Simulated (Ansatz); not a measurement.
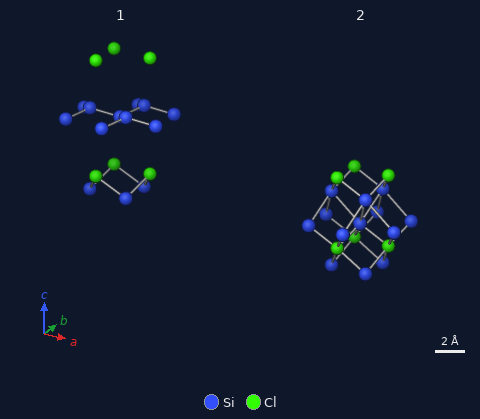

Two geometries of crystalline Si3Cl2 (built on the tetradymite_166 type) (coarse preliminary run), drawn at one scale. One is the start of a relaxation, the other its converged end. The picture is a ball-and-stick view of the atoms within 4.2 Å of the atom that moves most (axes of the conventional cell (3 times the calculation's cell)), seen slightly off an axis. Lengths and directions refer to the drawn axes.

These are results of Ansatz, DFT PBE, scalar-relativistic, plane waves, PAW, not measurements. (plane-wave cutoff 420 eV; k-point mesh 6 × 6 × 6; occupations gaussian; smearing width 0.1 eV; no spin polarisation; cell and atoms relaxed; force threshold 0.04 eV/Å; at most 70 steps)

Question: Which geometry has the lower energy?

Answer: Structure 1 is the relaxed one. Case: anti-tetradymite type (R-3m, No. 166). Over 11 accepted moves (13 points after the start) the energy falls by 931 meV per atom. The largest force component goes from 3.1 to 0.012 eV/Å. The pressure goes from 6.36 to 0.06 GPa. The SCF was repeated twice at an unchanged geometry on a basis and grid sized afresh for the cell, which shifted the energy by 4.9 meV per atom at most. The largest moves relative to the cell, 1.21 Å, are those of Si atoms. Largest moves by element: Si 1.21 Å, Cl 0.81 Å. The drawn cell changes as follows: a = b 3.653 → 3.860 Å (+5.7 %), c 25.400 → 33.593 Å (+32.3 %); the volume changes by +47.7 %. Among the contacts that change: Cl–Si 2.561 → 4.523 Å, Si–Si 3.030 → 2.277 Å, Cl–Si 2.705 → 2.648 Å. Bonds break: Cl–Si (2.56 → 4.52 Å). The space group stays R-3m (No. 166). Cost: 34 s on 1 thread of Intel(R) Xeon(R) 6975P-C (Granite Rapids), with other jobs on the host, peak memory 0.46 GiB.
